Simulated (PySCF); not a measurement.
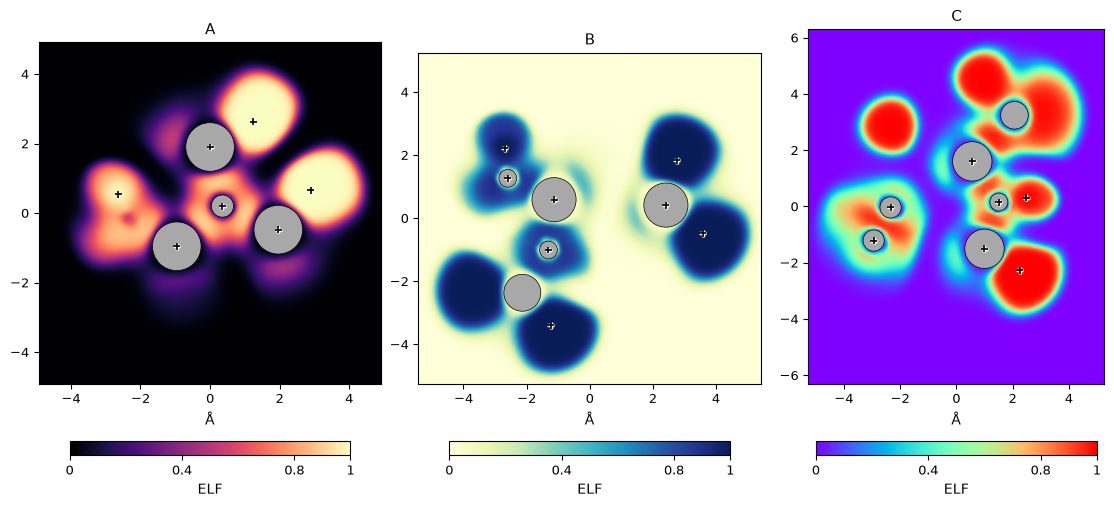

The electron localisation function of 3 systems, each on a plane through atoms (crosses mark nuclei in the plane; grey discs cover the cores).

These are results of PBE0/pcSseg-1, SCF density, gas phase, non-relativistic in PySCF 2.14.0, not measurements.

System 1: C5H14NPSi2, the plane of atoms Si6, N8 and Si9. Geometry: GFN2-xTB.

```yaml
atoms:
  - { symbol: C, position_ang: [1.4490, 2.6818, 0.2990] }
  - { symbol: C, position_ang: [1.3741, 1.4064, -0.0453] }
  - { symbol: C, position_ang: [1.3648, 0.2978, 0.9142] }
  - { symbol: C, position_ang: [1.9994, -1.0141, 0.5521] }
  - { symbol: C, position_ang: [0.5100, -0.9337, 0.6915] }
  - { symbol: Si, position_ang: [-0.6213, -1.1534, -0.8025] }
  - { symbol: P, position_ang: [-1.3364, -3.2720, -1.0542] }
  - { symbol: N, position_ang: [-2.0694, -0.2431, -0.5599] }
  - { symbol: Si, position_ang: [-2.2735, 1.4154, -0.0813] }
  - { symbol: H, position_ang: [1.4664, 3.4699, -0.4329] }
  - { symbol: H, position_ang: [1.4993, 2.9883, 1.3308] }
  - { symbol: H, position_ang: [1.3297, 1.1262, -1.0881] }
  - { symbol: H, position_ang: [1.4671, 0.6188, 1.9458] }
  - { symbol: H, position_ang: [2.5711, -1.5360, 1.3057] }
  - { symbol: H, position_ang: [2.4090, -1.1082, -0.4430] }
  - { symbol: H, position_ang: [0.1138, -1.3579, 1.6093] }
  - { symbol: H, position_ang: [0.0727, -0.7930, -2.0521] }
  - { symbol: H, position_ang: [-0.0761, -3.8026, -1.2389] }
  - { symbol: H, position_ang: [-1.3258, -3.5794, 0.2924] }
  - { symbol: H, position_ang: [-2.9020, -0.6944, -0.9033] }
  - { symbol: H, position_ang: [-1.6545, 2.3070, -1.0635] }
  - { symbol: H, position_ang: [-1.6490, 1.5944, 1.2272] }
  - { symbol: H, position_ang: [-3.7229, 1.6087, -0.0271] }
```

System 2: C2H10O2S2Si3 (SMILES O[Si]1(O[SiH3])SC[SiH2]CS1), the plane of atoms Si2, O1 and H10. Geometry: GFN2-xTB.

```yaml
atoms:
  - { symbol: O, position_ang: [2.0925, -2.0856, -0.5468] }
  - { symbol: Si, position_ang: [0.8888, -1.0272, -0.3619] }
  - { symbol: O, position_ang: [1.4915, 0.3280, 0.2532] }
  - { symbol: Si, position_ang: [2.5826, 1.1311, 1.1643] }
  - { symbol: S, position_ang: [0.0233, -0.5046, -2.2455] }
  - { symbol: C, position_ang: [-1.0798, 0.8468, -1.6762] }
  - { symbol: Si, position_ang: [-2.4256, 0.2387, -0.4718] }
  - { symbol: C, position_ang: [-1.6294, -0.3045, 1.1733] }
  - { symbol: S, position_ang: [-0.5688, -1.7923, 1.0078] }
  - { symbol: H, position_ang: [1.9244, -2.9522, -0.9056] }
  - { symbol: H, position_ang: [3.8964, 0.9133, 0.5737] }
  - { symbol: H, position_ang: [2.4815, 0.6136, 2.5270] }
  - { symbol: H, position_ang: [2.0918, 2.5031, 1.0435] }
  - { symbol: H, position_ang: [-1.5154, 1.2553, -2.5850] }
  - { symbol: H, position_ang: [-0.4416, 1.6113, -1.2351] }
  - { symbol: H, position_ang: [-3.1348, -0.8927, -1.0670] }
  - { symbol: H, position_ang: [-3.2889, 1.3854, -0.1699] }
  - { symbol: H, position_ang: [-1.0123, 0.4791, 1.6118] }
  - { symbol: H, position_ang: [-2.3862, -0.5834, 1.9029] }
```

System 3: C3H13NO2Si3 (SMILES O[Si](O)(C1CC1)N([SiH3])[SiH3]), the plane of atoms Si8, N7 and Si9. Geometry: GFN2-xTB.

```
atom    x (Å)    y (Å)    z (Å)
   O   0.0907  -0.1610   2.2626
  Si   0.1258  -0.7558   0.7431
   O   0.1393  -2.3695   0.8987
   C   1.6914  -0.3413  -0.2109
   C   2.6397   0.7188   0.2772
   C   1.8103   0.9701  -0.9363
   N  -1.2855  -0.1970  -0.1283
  Si  -1.6294  -1.0259  -1.6233
  Si  -2.2136   1.1262   0.5054
   H   0.0605   0.7811   2.3953
   H  -0.4177  -2.7715   1.5605
   H   2.1587  -1.1842  -0.7032
   H   3.6995   0.5527   0.1504
   H   2.3972   1.2463   1.1877
   H   2.2985   0.9818  -1.9000
   H   0.9860   1.6646  -0.8633
   H  -0.5108  -0.8320  -2.5499
   H  -2.8578  -0.4345  -2.1524
   H  -1.8274  -2.4520  -1.3542
   H  -3.1568   1.5479  -0.5237
   H  -2.9106   0.7188   1.7307
   H  -1.2984   2.2357   0.8322
```

### Which map belongs to which system?

Panel A is system 3, C3H13NO2Si3: the plane holds Si, N and H. Si–N (1.74 Å): the ELF peaks at about 0.90 between the atoms: a shared but strongly polarised pair. Panel B is system 2, C2H10O2S2Si3: the plane holds O, Si and H. Si–O (1.61 Å): the ELF peaks at about 0.85 between the atoms, as expected for a short, strongly polar bond. Panel C is system 1, C5H14NPSi2: the plane holds C, Si, N and H. C–C (1.32 Å): the ELF peaks at about 0.95 between the atoms (a short, multiple covalent bond).
